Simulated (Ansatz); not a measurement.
**Effect of C → I on HfC**

The parent structure is HfC in the rock salt structure (space group Fm-3m, No. 225; a = 4.607 Å).

One thing is altered: full substitution C → I; the structure is relaxed again.

Method: PBEsol (Ansatz, a first-principles code), spin-orbit coupling left out. Γ-centred 14×14×14 mesh, Fermi–Dirac width 0.05 eV, for the changed cell.

```json
{
 "density": "10.23 g/cm³ (base 12.94 g/cm³)",
 "space_group": "Fm-3m (No. 225) (base Fm-3m (No. 225))",
 "band_gap": "zero (base zero)"
}
```

Final structure:

```xyz
2
Lattice="0.0000 2.9153 2.9153 2.9153 0.0000 2.9153 2.9153 2.9153 0.0000" Properties=species:S:1:pos:R:3 pbc="T T T"
Hf     0.0000     0.0000     0.0000
I      2.9153     2.9153     2.9153
```

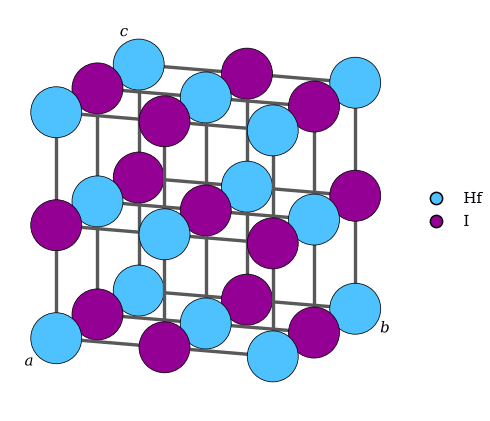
*The relaxed conventional cell after the change*

No phonon test of stability was made. As relaxed here, HfI is a hypothetical phase, not in the database extracts checked. The final runs are not spin-polarised. An odd electron count without spin: HfI. HfI has a high density of states at the Fermi level and may be magnetic at this level.
